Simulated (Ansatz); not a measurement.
# Nb3Sn (A15, Cr3Si type), frozen-phonon scan

Starting cell, Nb3Sn (A15, Cr3Si type):

```yaml
crystal:
  lattice:
    - [5.31932, 0.00000, 0.00000]
    - [0.00000, 5.31932, 0.00000]
    - [0.00000, 0.00000, 5.31932]
  atoms:
    - { symbol: Nb, position: [0.25000, 0.00000, 0.50000] }
    - { symbol: Nb, position: [0.75000, 0.00000, 0.50000] }
    - { symbol: Nb, position: [0.00000, 0.50000, 0.25000] }
    - { symbol: Nb, position: [0.00000, 0.50000, 0.75000] }
    - { symbol: Nb, position: [0.50000, 0.25000, 0.00000] }
    - { symbol: Nb, position: [0.50000, 0.75000, 0.00000] }
    - { symbol: Sn, position: [0.00000, 0.00000, 0.00000] }
    - { symbol: Sn, position: [0.50000, 0.50000, 0.50000] }
```

The atoms are displaced by Q × the pattern below (from a DFPT mode at Γ, largest move 1; Q in Å), at fixed cell. It is one choice among 2 degenerate patterns.

```tsv
atom	x	y	z
Nb1	-0.354	0.000	0.000
Nb2	0.354	0.000	0.000
Nb3	0.000	0.000	1.000
Nb4	0.000	0.000	-1.000
Nb5	0.000	-0.646	0.000
Nb6	0.000	0.646	0.000
```

Atoms not listed stay in place.

Method: PBE (plane waves to 420 eV, PAW, scalar-relativistic; Ansatz, a first-principles code). k mesh 9×9×9 (Γ-centred), Fermi-Dirac smearing 0.05 eV. Energies are smeared free energies. Stress and pressure are positive under compression. Left out: 6 of 13 points, with atoms too close for the PAW data. With partly filled bands, energies and forces of such displacements shift with the k mesh and the smearing. Nb3Sn is run without spin polarisation. Nb3Sn was relaxed with its symmetry unable to fall. The zero of ΔE is the undisplaced structure.

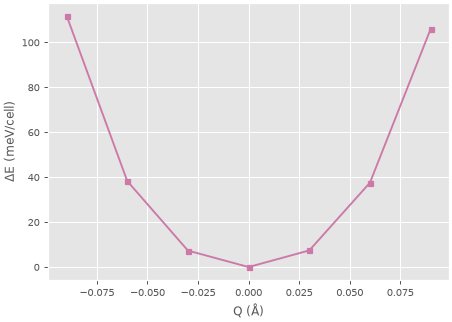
ΔE (meV/cell) against Q (Å); markers are the computed points, lines only join them.

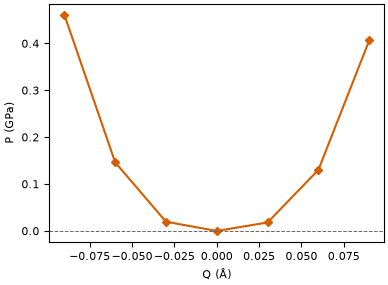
Fig. 1. P (GPa) against Q (Å); one marker a computed point.

The energy at Q = 0.090 Å is 106 meV/cell. Space group of the distorted cell: Pmmm (No. 47), lowered from Pm-3n. Shape of the curve: a single well with its minimum at or next to zero displacement. Symmetry of the curve: not even: the negative side lies higher at ±0.090 Å.

(A displaced cell: forces are minus the slopes of the energy, force constants its curvatures, and phonons follow from these.)
